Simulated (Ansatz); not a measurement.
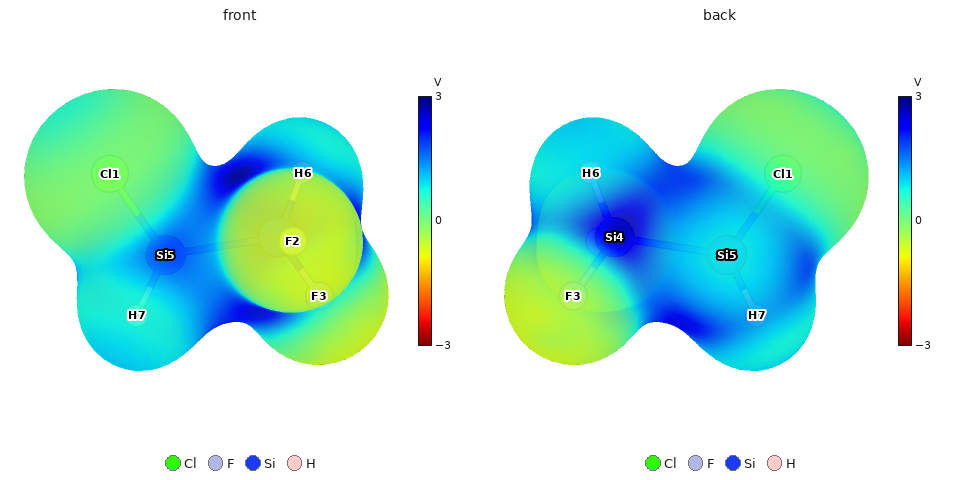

Figure. ClF2H2Si2 (SMILES F[SiH](F)[SiH]Cl) (doublet). The molecular electrostatic potential painted on the density surface at 0.004 e/bohr³, seen from the front and from behind; the colour scale runs from red (negative) to blue (positive).

Geometry: B3LYP/6-31G*.

All numbers below come from Ansatz, isolated molecule in a Gaussian basis; Kohn-Sham density functional theory, functional PBE0.

Input file:

```
crystal:
  periodic: [false, false, false]
  atoms:
    - symbol: Cl
      position_ang: [2.271442, 1.662559, 0.917624]
    - symbol: F
      position_ang: [-1.730023, 0.507747, 0.430453]
    - symbol: F
      position_ang: [-1.113071, -1.970036, 0.843141]
    - symbol: Si
      position_ang: [-0.666312, -0.456209, 1.156729]
    - symbol: Si
      position_ang: [1.510433, -0.188460, 0.318597]
    - symbol: H
      position_ang: [-0.741977, -0.218553, 2.616592]
    - symbol: H
      position_ang: [1.618615, -0.258853, -1.167319]
basis:
  gaussian:
    orbitals: def2-TZVPD
magnetization:
  spin_polarized: true
  initial_magnetization: 1
hamiltonian:
  xc: pbe0
output:
  forces: true
  orbitals: {seedname: orbitals}
```

Command:

```sh
ansatz run input.yaml --threads 2 --pin off --max-ram 4350MiB --events-out events.jsonl --progress --plain --runs-dir runs
```

### Which sites attract a positive test charge, and which a negative one?

A positive charge is drawn to the negative regions and a negative charge to the positive ones. The most negative region (about −0.7 V, or −16 kcal/mol for a unit charge) lies over F2, the most positive (about +2.7 V, or +62 kcal/mol for a unit charge) over Si4. Cl1 shows a σ-hole: about +0.6 V, or +14 kcal/mol for a unit charge at the tip opposite its bond, against about 0.0 V on its flanks.

### How polar is the molecule by this calculation?

Its dipole moment is 1.07 D.
